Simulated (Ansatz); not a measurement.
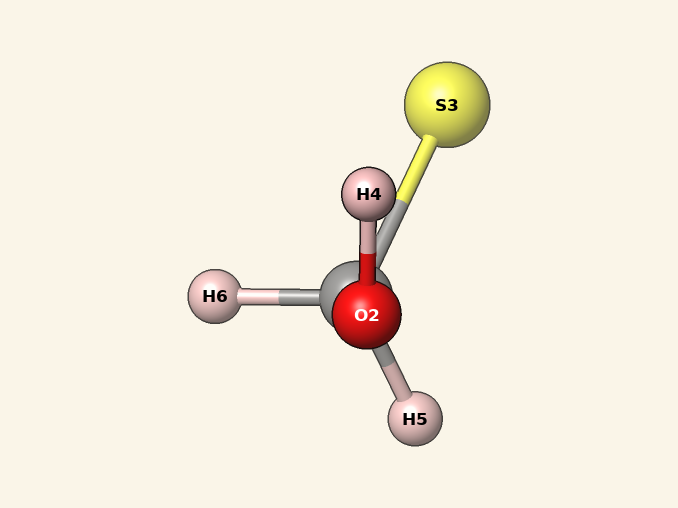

C1 lies behind O2. The molecule seen nearly along the O2–C1 bond, O2 in front. Distant atoms are faded towards the background colour. The species is neutral and a spin doublet. The computed structure is the end point of a PBE-D4/def2-SVP optimisation. No frequency run is at hand to confirm it as a minimum.

What is the torsion angle H4–O2–C1–S3? The sign is positive where the front bond must turn clockwise to cover the back bond.

Answer. 28°, synperiplanar.
